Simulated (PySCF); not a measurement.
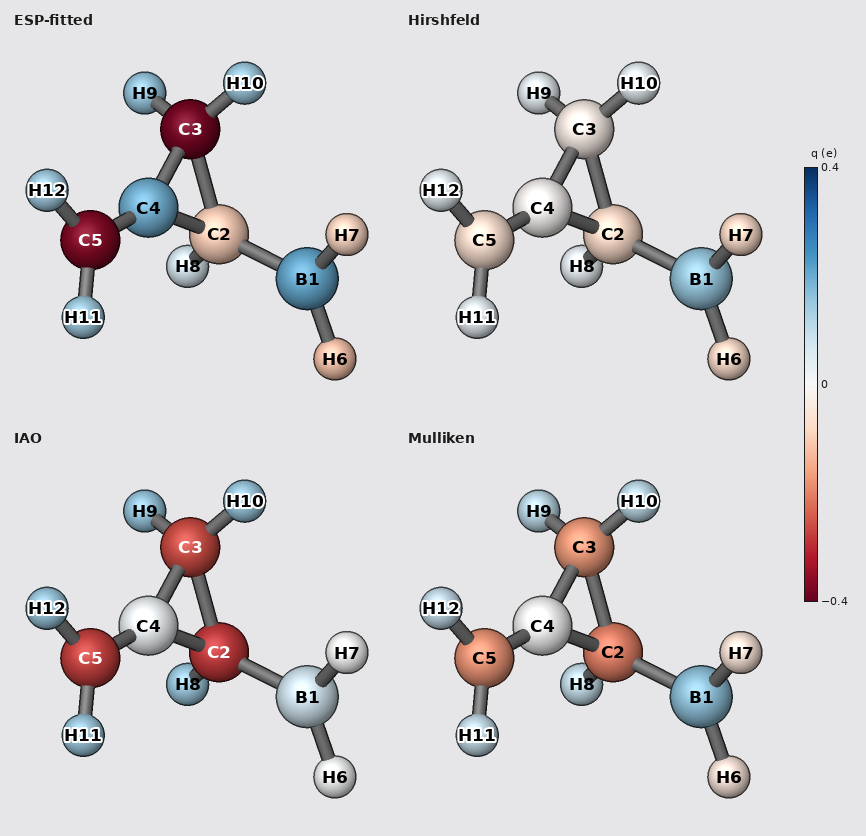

Atomic charges of one calculation by 4 schemes, on one colour scale. The computed structure is the end point of a PBE0-D3(BJ)/def2-SVP optimisation. No frequency run is at hand to confirm it as a minimum. Method: PBE0/STO-3G (PySCF 2.14.0).

> Which scheme gives the most polar picture (largest mean size of the charges)?

The ESP-fitted charges are the largest in size here, and the Hirshfeld charges the smallest.

> On which atom do the schemes disagree most?

On C3 (from −0.38 to −0.03 e).

List the charges (e), one line for each set of equivalent atoms.

| atom | ESP-fitted | Hirshfeld | IAO | Mulliken |
| --- | --- | --- | --- | --- |
| B1 | 0.20 | 0.15 | 0.08 | 0.16 |
| C2 | −0.10 | −0.07 | −0.28 | −0.20 |
| C3 | −0.38 | −0.03 | −0.26 | −0.17 |
| C4 | 0.19 | −0.01 | 0.01 | 0.00 |
| C5 | −0.37 | −0.06 | −0.27 | −0.18 |
| H6 | −0.11 | −0.07 | 0.00 | −0.05 |
| H7 | −0.08 | −0.07 | 0.00 | −0.05 |
| H8 | 0.06 | 0.03 | 0.14 | 0.09 |
| H9 | 0.15 | 0.03 | 0.15 | 0.10 |
| H10 | 0.14 | 0.03 | 0.15 | 0.10 |
| H11 | 0.14 | 0.03 | 0.14 | 0.09 |
| H12 | 0.14 | 0.03 | 0.15 | 0.09 |
